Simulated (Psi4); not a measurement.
## Geometry relaxation, with input and output: TiH₄ (part 2 of 4)

TiH₄, SMILES [H][Ti]([H])([H])[H]; B3LYP/3-21G, RKS (Psi4 1.11). The geometry comes from this level: GFN2-xTB.

Geometry of the input (Å):
```
Ti -0.0000  -0.0002  -0.0001
H  0.0110  -0.0168  1.7310
H  1.6289  0.0104  -0.5863
H  -0.8243  1.4165  -0.5575
H  -0.8156  -1.4099  -0.5870
```

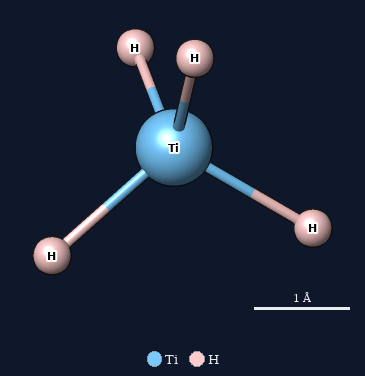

**Figure 1.** The input geometry (ball-and-stick view, seen at an oblique angle). Sticks mark near contacts.

What the program printed, continued:
```
  Charge       = 0
  Multiplicity = 1
  Electrons    = 26
  Nalpha       = 13
  Nbeta        = 13

  ==> Algorithm <==

  SCF Algorithm Type is DF.
  DIIS enabled.
  MOM disabled.
  Fractional occupation disabled.
  Guess Type is READ.
  Energy threshold   = 1.00e-08
  Density threshold  = 1.00e-08
  Integral threshold = 1.00e-12

   => Molecular Quadrature <=

    Radial Scheme          =       TREUTLER
    Pruning Scheme         =           NONE
    Nuclear Scheme         =       TREUTLER

    Blocking Scheme        =         OCTREE
    BS radius alpha        =              1
    Pruning alpha          =              1
    Radial Points          =             75
    Spherical Points       =            302
    Total Points           =         110503
    Total Blocks           =            880
    Max Points             =            256
    Max Functions          =             37
    Weights Tolerance      =       1.00E-15

   => Loading Basis Set <=

    Name: 3-21G
    Role: ORBITAL
    Keyword: BASIS

  Reading orbitals from file scr/h4ti.default.10663.180.npy, no projection.

   => Auxiliary Basis Set <=

  Basis Set: (3-21G AUX)
    Blend: DEF2-UNIVERSAL-JKFIT
    Number of shells: 82
    Number of basis functions: 457
    Number of Cartesian functions: 457
    Spherical Harmonics?: false
    Max angular momentum: 6

  Cached 100.0% of DFT collocation blocks in 0.102 [GiB].

  Minimum eigenvalue in the overlap matrix is 3.5567297471E-03.
  Reciprocal condition number of the overlap matrix is 7.5345165083E-04.
    Using symmetric orthogonalization.

  ==> Pre-Iterations <==

  SCF Guess: Orbitals guess was supplied from a previous computation.

   -------------------------------------------------------
    Irrep   Nso     Nmo     Nalpha   Nbeta   Ndocc  Nsocc
   -------------------------------------------------------
     A         37      37      13      13      13       0
   -------------------------------------------------------
    Total      37      37      13      13      13       0
   -------------------------------------------------------

  ==> Iterations <==

                           Total Energy        Delta E     RMS |[F,P]|

   @DF-RKS iter   0:  -847.67009643191193   -8.47670e+02   4.98780e-03
   @DF-RKS iter   1:  -847.65214973647130    1.79467e-02   3.66285e-04 ADIIS/DIIS
   @DF-RKS iter   2:  -847.65163214541928    5.17591e-04   8.17714e-04 ADIIS/DIIS
   @DF-RKS iter   3:  -847.65222535791781   -5.93212e-04   1.48482e-04 ADIIS/DIIS
   @DF-RKS iter   4:  -847.65224632262345   -2.09647e-05   5.98942e-06 DIIS
   @DF-RKS iter   5:  -847.65224635492496   -3.23015e-08   2.23265e-07 DIIS
   @DF-RKS iter   6:  -847.65224635496327   -3.83125e-11   6.79052e-08 DIIS
   @DF-RKS iter   7:  -847.65224635496554   -2.27374e-12   9.69487e-09 DIIS
  Energy and wave function converged.

  ==> Post-Iterations <==

   Electrons on quadrature grid:
      Ntotal   =   26.0000026139 ; deviation = 2.614e-06

    Final Occupation by Irrep:
              A
    DOCC [    13 ]
    NA   [    13 ]
    NB   [    13 ]

  @DF-RKS Final Energy:  -847.65224635496554

   => Energetics <=

    Nuclear Repulsion Energy =             29.0926441211597719
    One-Electron Energy =               -1217.0770553926649882
    Two-Electron Energy =                 375.2437871855387925
    DFT Exchange-Correlation Energy =     -34.9116222689991957
    Empirical Dispersion Energy =           0.0000000000000000
    VV10 Nonlocal Energy =                  0.0000000000000000
    Total Energy =                       -847.6522463549655413

Computation Completed

Properties will be evaluated at   0.000000,   0.000000,   0.000000 [a0]

Properties computed using the SCF density matrix

 Multipole Moments:

 ------------------------------------------------------------------------------------
     Multipole            Electronic (a.u.)      Nuclear  (a.u.)        Total (a.u.)
 ------------------------------------------------------------------------------------

 L = 1.  Multiply by 2.5417464519 to convert [e a0] to [Debye]
 Dipole X            :         -0.0000846            0.0000401           -0.0000444
 Dipole Y            :         -0.0011066            0.0006898           -0.0004169
 Dipole Z            :         -0.0008364            0.0005451           -0.0002913
 Magnitude           :                                                    0.0005105

 ------------------------------------------------------------------------------------

	total time  =          1 seconds =       0.02 minutes

         ------------------------------------------------------------
                                   SCF GRAD
         ------------------------------------------------------------

  ==> Geometry <==

    Molecular point group: c1
    Full point group: C1

    Geometry (in Bohr), charge = 0, multiplicity = 1:

       Center              X                  Y                   Z               Mass
    ------------   -----------------  -----------------  -----------------  -----------------
         TI          -0.000001569438    -0.000026969095    -0.000021312249    47.947941980000
         H            0.019790056912    -0.030508550335     3.150841079070     1.007825032230
         H            2.964861205491     0.019268638073    -1.067129713514     1.007825032230
         H           -1.500130259956     2.578723185992    -1.014599750473     1.007825032230
         H           -1.484446335405    -2.566200201194    -1.068097670766     1.007825032230

  Nuclear repulsion =   29.092644121159772

   => Molecular Quadrature <=

    Radial Scheme          =       TREUTLER
    Pruning Scheme         =           NONE
    Nuclear Scheme         =       TREUTLER

    Blocking Scheme        =         OCTREE
    BS radius alpha        =              1
    Pruning alpha          =              1
    Radial Points          =             75
    Spherical Points       =            302
    Total Points           =         110503
    Total Blocks           =            880
    Max Points             =            256
    Max Functions          =             37
    Weights Tolerance      =       1.00E-15

  -Total Gradient:
     Atom            X                  Y                   Z
    ------   -----------------  -----------------  -----------------
       1        0.000000235820    -0.000020738127    -0.000006074535
       2       -0.000002789863     0.000038294601    -0.001747523119
       3       -0.001640817950    -0.000006460444     0.000610404770
       4        0.000821641163    -0.001428491800     0.000567072041
       5        0.000813814540     0.001430915158     0.000588749867

	total time  =          0 seconds =       0.00 minutes

    			-----------------------------------------

    			 OPTKING 3.0: for geometry optimizations

    			        with contributions from

    			-----------------------------------------

	                            ===> Fragment 1 <==

	 Z (Atomic Numbers)          Masses                          Geom
	      22.000000            47.947942         -0.00000157 -0.00002697 -0.00002131
	       1.000000             1.007825          0.01979006 -0.03050855  3.15084108
	       1.000000             1.007825          2.96486121  0.01926864 -1.06712971
	       1.000000             1.007825         -1.50013026  2.57872319 -1.01459975
	       1.000000             1.007825         -1.48444634 -2.56620020 -1.06809767

	 - Coordinate -           - BOHR/RAD -       - ANG/DEG -
	 R(1,2)           =         3.151072           1.667475
	 R(1,3)           =         3.151112           1.667496
	 R(1,4)           =         3.151144           1.667514
	 R(1,5)           =         3.151128           1.667505
	 B(2,1,3)         =         1.910038         109.437118
	 B(2,1,4)         =         1.910127         109.442240
	 B(2,1,5)         =         1.911350         109.512291
	 B(3,1,4)         =         1.911208         109.504171
	 B(3,1,5)         =         1.910749         109.477865
	 B(4,1,5)         =         1.910326         109.453645
	 O(2,1,3,4)       =         0.956130          54.782229
	 O(2,1,3,5)       =        -0.955137         -54.725293
	 O(2,1,4,5)       =         0.955259          54.732286
	 O(3,1,2,4)       =        -0.955589         -54.751224
	 O(3,1,2,5)       =         0.955437          54.742528
	 O(3,1,4,5)       =        -0.954779         -54.704803
	 O(4,1,2,3)       =         0.955544          54.748666
	 O(4,1,2,5)       =        -0.955771         -54.761641
	 O(4,1,3,5)       =         0.954990          54.716898
	 O(5,1,2,3)       =        -0.954782         -54.704950
	 O(5,1,2,4)       =         0.955159          54.726592
	 O(5,1,3,4)       =        -0.955220         -54.730059

	        --- Internal Coordinate Step in ANG or DEG, aJ/ANG or AJ/DEG ---
	-------------------------------------------------------------------------------
	           Coordinate      Previous         Force          Change          New
	           ----------      --------        ------          ------        ------
	               R(1,2)       1.66748        0.01442        0.00785       1.67533
	               R(1,3)       1.66750        0.01440        0.00784       1.67534
	               R(1,4)       1.66751        0.01438        0.00783       1.67534
	               R(1,5)       1.66751        0.01438        0.00783       1.67534
	             B(2,1,3)     109.43712        0.00000        0.00764     109.44476
	             B(2,1,4)     109.44224        0.00000        0.00342     109.44566
	             B(2,1,5)     109.51229       -0.00000       -0.00773     109.50456
	             B(3,1,4)     109.50417       -0.00000       -0.00487     109.49930
	             B(3,1,5)     109.47786       -0.00000       -0.00367     109.47420
	             B(4,1,5)     109.45365        0.00000        0.00520     109.45885
	           O(2,1,3,4)      54.78223       -0.00000       -0.00863      54.77360
	           O(2,1,3,5)     -54.72529       -0.00000       -0.00193     -54.72722
	           O(2,1,4,5)      54.73229        0.00000        0.00171      54.73400
	           O(3,1,2,4)     -54.75122        0.00000        0.00447     -54.74675
	           O(3,1,2,5)      54.74253       -0.00000       -0.00010      54.74242
	           O(3,1,4,5)     -54.70480       -0.00000       -0.00594     -54.71074
	           O(4,1,2,3)      54.74867        0.00000       -0.00237      54.74630
	           O(4,1,2,5)     -54.76164        0.00000        0.00476     -54.75688
	           O(4,1,3,5)      54.71690        0.00000        0.00151      54.71841
	           O(5,1,2,3)     -54.70495       -0.00000       -0.00757     -54.71252
	           O(5,1,2,4)      54.72659        0.00000        0.00082      54.72741
	           O(5,1,3,4)     -54.73006        0.00000       -0.00091     -54.73097
	-------------------------------------------------------------------------------

	                                 ==> Convergence Check <==

	Measures of convergence in internal coordinates in au.

	Criteria marked as inactive (o), active & met (*), and active & unmet ( ).

	----------------------------------------------------------------------------------------------
	   Step    Total Energy     Delta E     Max Force     RMS Force      Max Disp      RMS Disp
	----------------------------------------------------------------------------------------------
	  Convergence Criteria     1.00e-06 *    3.00e-04 *             o    1.20e-03 *             o
	----------------------------------------------------------------------------------------------
	     2    -847.65224635   -2.72e-03      1.75e-03      7.45e-04 o    1.48e-02      6.32e-03 o  ~
	----------------------------------------------------------------------------------------------

Next Geometry in Ang
	Fragment 1 (Ang)

	   Ti  -0.0000022343   0.0000191925   0.0000031636
	    H   0.0104244884  -0.0163023370   1.6752189105
	    H   1.5762716477   0.0102682515  -0.5674619439
	    H  -0.7974904679   1.3710636721  -0.5394546051
	    H  -0.7891647522  -1.3643840777  -0.5677802467

    Structure for next step:
    Molecular point group: c1
    Full point group: C1

    Geometry (in Bohr), charge = 0, multiplicity = 1:

    TI          -0.000001826619    -0.000020838523    -0.000018666564
    H            0.019701823784    -0.030864059274     3.165680296079
    H            2.978724109117     0.019347075940    -1.072372305549
    H           -1.507036176386     2.590877733810    -1.019446105724
    H           -1.491302853894    -2.578369343970    -1.072973810678

gradient() will perform analytic gradient computation.

  ==> Geometry <==

    Molecular point group: c1
    Full point group: C1

    Geometry (in Bohr), charge = 0, multiplicity = 1:

       Center              X                  Y                   Z               Mass
    ------------   -----------------  -----------------  -----------------  -----------------
         TI          -0.000001826619    -0.000020838523    -0.000018666564    47.947941980000
         H            0.019701823784    -0.030864059274     3.165680296079     1.007825032230
         H            2.978724109117     0.019347075940    -1.072372305549     1.007825032230
         H           -1.507036176386     2.590877733810    -1.019446105724     1.007825032230
         H           -1.491302853894    -2.578369343970    -1.072973810678     1.007825032230

  Running in c1 symmetry.

  Rotational constants: A =      2.23537  B =      2.23511  C =      2.23392 [cm^-1]
  Rotational constants: A =  67014.79080  B =  67006.97600  C =  66971.19591 [MHz]
  Nuclear repulsion =   28.956531807164289

  Charge       = 0
  Multiplicity = 1
  Electrons    = 26
  Nalpha       = 13
  Nbeta        = 13

   => Molecular Quadrature <=

    Radial Scheme          =       TREUTLER
    Pruning Scheme         =           NONE
    Nuclear Scheme         =       TREUTLER

    Blocking Scheme        =         OCTREE
    BS radius alpha        =              1
    Pruning alpha          =              1
    Radial Points          =             75
    Spherical Points       =            302
    Total Points           =         110512
    Total Blocks           =            881
    Max Points             =            256
    Max Functions          =             37
    Weights Tolerance      =       1.00E-15

   => Auxiliary Basis Set <=

  Basis Set: (3-21G AUX)
    Blend: DEF2-UNIVERSAL-JKFIT
    Number of shells: 82
    Number of basis functions: 457
    Number of Cartesian functions: 457
    Spherical Harmonics?: false
    Max angular momentum: 6

  Cached 100.0% of DFT collocation blocks in 0.102 [GiB].

  Minimum eigenvalue in the overlap matrix is 3.5587718687E-03.
  Reciprocal condition number of the overlap matrix is 7.5589425418E-04.
    Using symmetric orthogonalization.

  ==> Iterations <==

                           Total Energy        Delta E     RMS |[F,P]|

   @DF-RKS iter   0:  -847.65072760619887   -8.47651e+02   6.44145e-04
   @DF-RKS iter   1:  -847.65228894044833   -1.56133e-03   7.06444e-05 DIIS
   @DF-RKS iter   2:  -847.65226170893970    2.72315e-05   1.84921e-04 ADIIS/DIIS
   @DF-RKS iter   3:  -847.65229255531108   -3.08464e-05   1.53981e-05 DIIS
   @DF-RKS iter   4:  -847.65229278287643   -2.27565e-07   3.20331e-07 DIIS
   @DF-RKS iter   5:  -847.65229278296977   -9.33369e-11   4.12538e-08 DIIS
   @DF-RKS iter   6:  -847.65229278297102   -1.25056e-12   1.33097e-08 DIIS
   @DF-RKS iter   7:  -847.65229278297136   -3.41061e-13   1.60642e-09 DIIS
  Energy and wave function converged.

  ==> Post-Iterations <==

   Electrons on quadrature grid:
      Ntotal   =   26.0000019745 ; deviation = 1.974e-06

    Final Occupation by Irrep:
              A
    DOCC [    13 ]
    NA   [    13 ]
    NB   [    13 ]

  @DF-RKS Final Energy:  -847.65229278297136

   => Energetics <=

    Nuclear Repulsion Energy =             28.9565318071642892
    One-Electron Energy =               -1216.7732442549186089
    Two-Electron Energy =                 375.0704780569582795
    DFT Exchange-Correlation Energy =     -34.9060583921752752
    Empirical Dispersion Energy =           0.0000000000000000
    VV10 Nonlocal Energy =                  0.0000000000000000
    Total Energy =                       -847.6522927829712444

Computation Completed

Properties will be evaluated at   0.000000,   0.000000,   0.000000 [a0]

Properties computed using the SCF density matrix

 Multipole Moments:

 ------------------------------------------------------------------------------------
     Multipole            Electronic (a.u.)      Nuclear  (a.u.)        Total (a.u.)
 ------------------------------------------------------------------------------------

 L = 1.  Multiply by 2.5417464519 to convert [e a0] to [Debye]
 Dipole X            :         -0.0000852            0.0000467           -0.0000385
 Dipole Y            :         -0.0008580            0.0005330           -0.0003250
 Dipole Z            :         -0.0007491            0.0004774           -0.0002717
 Magnitude           :                                                    0.0004254

 ------------------------------------------------------------------------------------

	total time  =          0 seconds =       0.00 minutes

         ------------------------------------------------------------
                                   SCF GRAD
         ------------------------------------------------------------

  ==> Geometry <==

    Molecular point group: c1
    Full point group: C1

    Geometry (in Bohr), charge = 0, multiplicity = 1:
```
